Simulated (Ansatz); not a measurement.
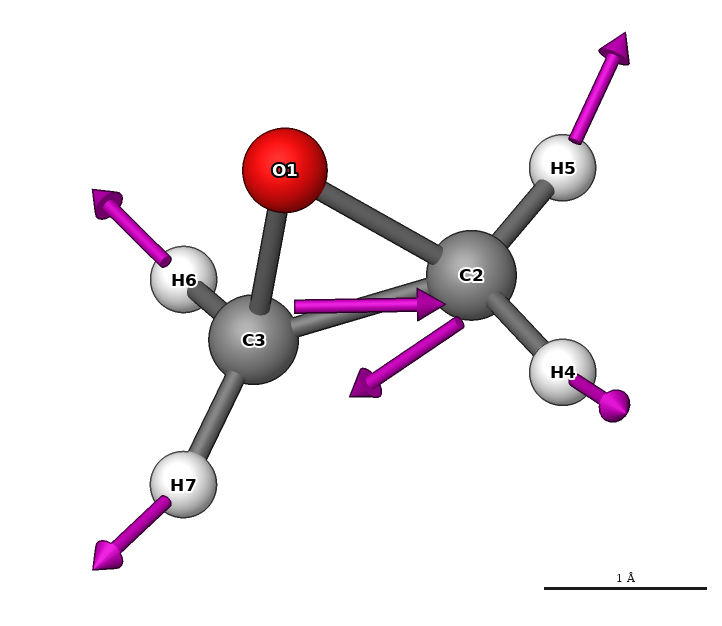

Arrows show the forces on the atoms, 1 Å of arrow for 1 eV/Å; forces under a tenth of the largest aren't drawn. State: charge +1, doublet. Level of theory: U-MP2 (3 frozen)/def2-SVP (Ansatz).

Question: Along which bond is the force strongest?

Answer: C2–C3, now 1.458 Å: the forces pull its atoms together, so a first step downhill shortens it.

List the force components in the frame of the picture (x right, y up, z towards the viewer), in eV/Å.

```tsv
atom	Fx	Fy	Fz
O1	0.02	−0.05	−0.05
C2	−0.69	−0.46	−0.44
C3	0.95	0.02	0.01
H4	0.32	−0.21	0.69
H5	0.32	0.68	−0.23
H6	−0.46	0.45	−0.45
H7	−0.46	−0.43	0.48
```
